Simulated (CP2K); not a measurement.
Consider 2-mercaptothiazole at its PBE geometry (Å).

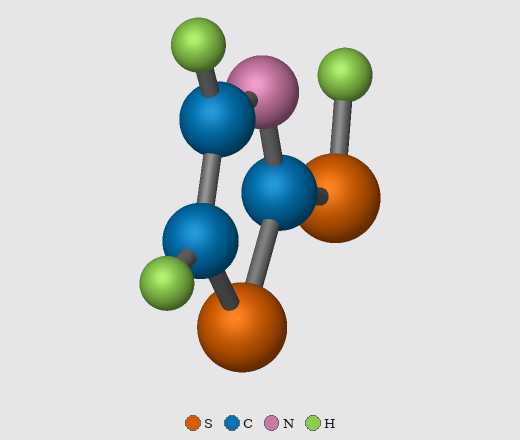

The molecule (sulfur orange, carbon blue, nitrogen pink, hydrogen green).

```xyz
9

S     2.6134   -0.6714    0.3682
C     0.9024   -0.3304    0.1732
N     0.4106    0.7704   -0.3465
C    -0.9651    0.7231   -0.3561
C    -1.5337   -0.4130    0.1581
S    -0.2986   -1.4948    0.6872
H     2.9716    0.5128   -0.1781
H    -1.5165    1.5698   -0.7600
H    -2.5841   -0.6666    0.2540
```

Method: CP2K XAS_TDP, all-electron GAPW, PBEh(45%), aug-cc-pVDZ, TDA, no relativity.

Q: Predict the bright core excitations at the N K edge.

Leading lines: N3 395.54 eV. The leading line of an atom is its first one with 35 % of the strongest within 2.5 eV of its lowest line over the strength cut. 

The first six lines of each atom with a strength over 0.0015:

| atom | energy (eV) | states | strength, one atom |
| --- | --- | --- | --- |
| N3 (bonded to 2 C) | 395.54 | 1 | 0.0452 |
|  | 398.19 | 1 | 0.0069 |
|  | 398.64 | 1 | 0.0098 |
|  | 400.26 | 1 | 0.0023 |
|  | 401.15 | 1 | 0.0044 |
|  | 401.42 | 1 | 0.0021 |

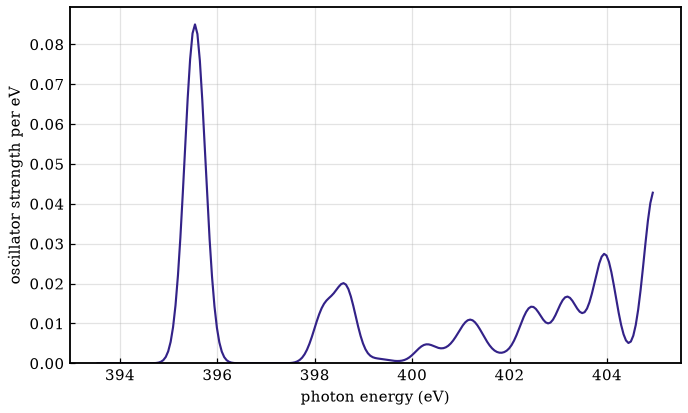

All atoms added, broadened by 0.5 eV.

Lines are vertical, at one geometry, with no vibrational structure. Without a correction of the core level, line positions, and the gaps between valence and Rydberg lines, follow the share of exact exchange. At this level such K lines come out 3 to 6 eV under measured ones. These values hold no scalar relativity, about 0.2 eV for N 1s. Rydberg lines, and the discretised continuum above threshold, depend on the basis and the box.

[Banner, clock and machine lines of the logs are left out without a mark of their own.]

[Logs are printed without paths, hosts, clocks, repeated set-up lines and the standing remarks that a program may print on its own settings, such as how far it seeks lower states.]

[Hosts, paths, dates, database ids (printed as entryN), source tags and the programs' standing remarks are cut or masked in the printed files.]
